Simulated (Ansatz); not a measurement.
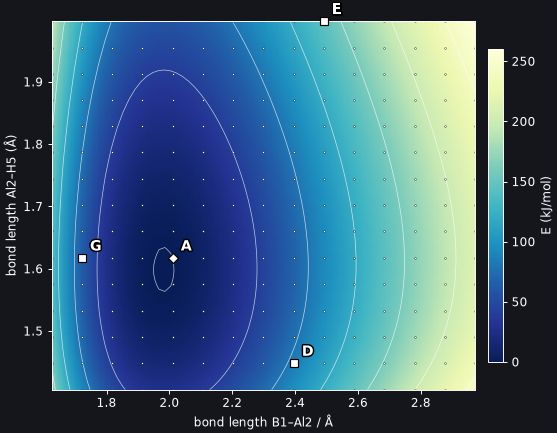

AlBH3, SMILES [BH2][AlH], spin multiplicity 2. First axis: bond length B1–Al2. Second axis: bond length Al2–H5. Nothing is relaxed (all other coordinates rigid). The grid has 15 × 15 points. Points are written as (first, second). Energies are in kJ/mol, from the lowest grid point. Theory: UKS SPW92 (LDA)/def2-TZVP in Ansatz.

Drawn: a smooth colour map with a few white contour lines, dots at the grid points, lettered points. Between grid points the surface is interpolated.

Q: Is G the lowest point of the computed grid?

A: No. G lies 65 kJ/mol above the lowest grid point, which is at (2.010 Å, 1.618 Å).

Q: What kind of point is each of A, D, G: minimum, saddle, maximum or slope?

A: A: minimum; D: on a slope; G: on a slope. (In these two coordinates alone; a stationary point may lie a little off the grid point.)

Q: Rank the lettered points by energy, lowest first.

A: A (0 kJ/mol), G (65 kJ/mol), D (85 kJ/mol), E (147 kJ/mol).
